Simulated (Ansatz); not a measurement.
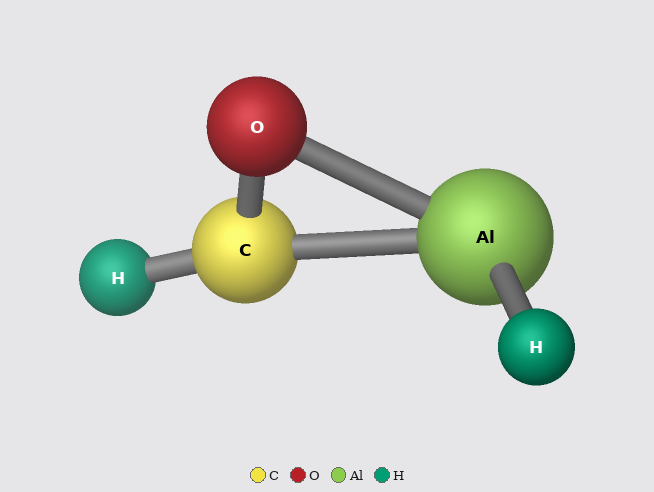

Rendered structure (ball-and-stick style). Every bond is drawn as one stick, whatever its order.

The species is neutral and a spin doublet.

Describe the molecule.

Formula CH₂AlO. The point group is C1. It is an open-shell species. Coordination, clear cases only: 1 C T-shaped; 1 Al trigonal pyramidal.

The parts below concern this one geometry. Atoms keep their numbers from picture to picture. Computed geometry: PBE0-D4/def2-TZVP optimisation. No frequency run is at hand to confirm it as a minimum.

**Shape**

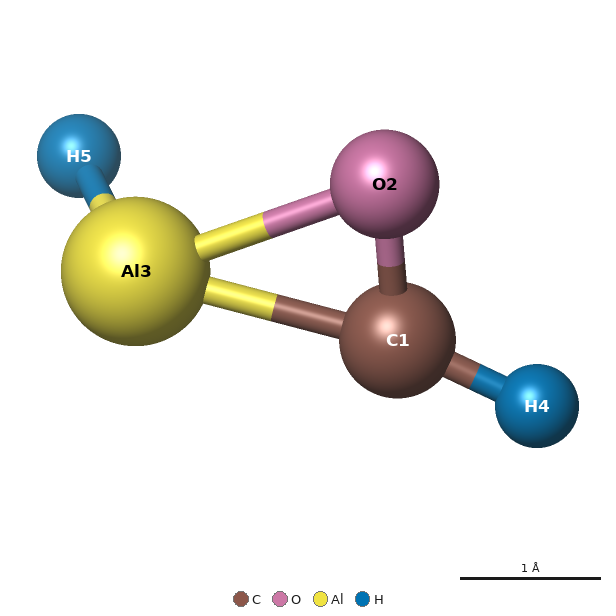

No frequency run is at hand to confirm it as a minimum.

Which atoms are bonded, and how long are the bonds?

```tsv
bond	length (Å)
C1–O2	1.250
C1–Al3	1.939
C1–H4	1.104
O2–Al3	2.001
Al3–H5	1.597
```

**Electronic properties**

No frequency run is at hand to confirm it as a minimum. Properties computed with UKS PBE0-D4/def2-TZVPP (Ansatz 0.2.0).

Predict the main results.

- HOMO energy (Kohn–Sham orbital): −5.58 eV
- ⟨S²⟩ of the determinant: 0.754

**Dipole moment**

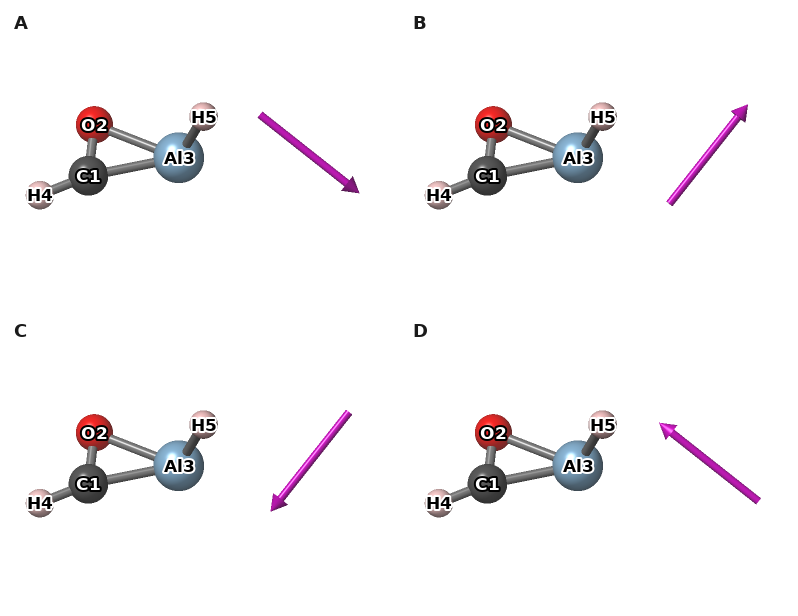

The same molecule four times, each with an arrow. No frequency run is at hand to confirm it as a minimum. Properties computed with UKS PBE0-D4/def2-TZVP (Ansatz 0.2.0).

Which arrow points along the dipole moment, from the negative to the positive end?

C. The dipole moment is 1.43 D; it points from the side of H5 to the side of H4 (the outermost atoms at the two ends).

**Charges**

The questions are on Mulliken charges. No frequency run is at hand to confirm it as a minimum. Level of theory: UKS PBE0-D4/def2-TZVP (Ansatz 0.2.0).

Give the Mulliken charges atom by atom.

```csv
atom,value (e)
C1,−0.03
O2,−0.21
Al3,0.20
H4,0.13
H5,−0.09
```

Mulliken values depend strongly on the basis set and can even reverse the polarity of a bond.
